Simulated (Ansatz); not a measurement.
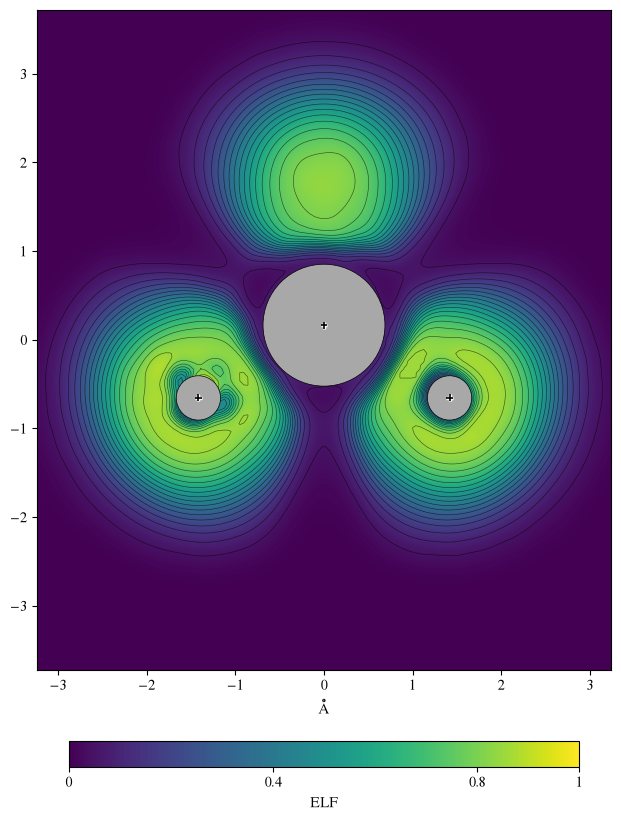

The ELF on a plane through atoms (crosses mark nuclei in the plane; grey discs cover the cores).

These are results of RKS PBE0-D4/def2-TZVPPD (Ansatz 0.2.0), not measurements.

Candidates:
A. AlF4H
B. CH3CuF (charge +1)
C. GeH4···H3Sb (SMILES [GeH4].[SbH3])

Which system is this?

Answer. Candidate A: AlF4H on the plane of atoms F3, Al4 and F6, which holds F and Al. Al–F (1.64 Å): the ELF peaks at about 0.85 in the valence shell of F, 0.6 Å from its nucleus, and is about 0.35 at the midpoint.
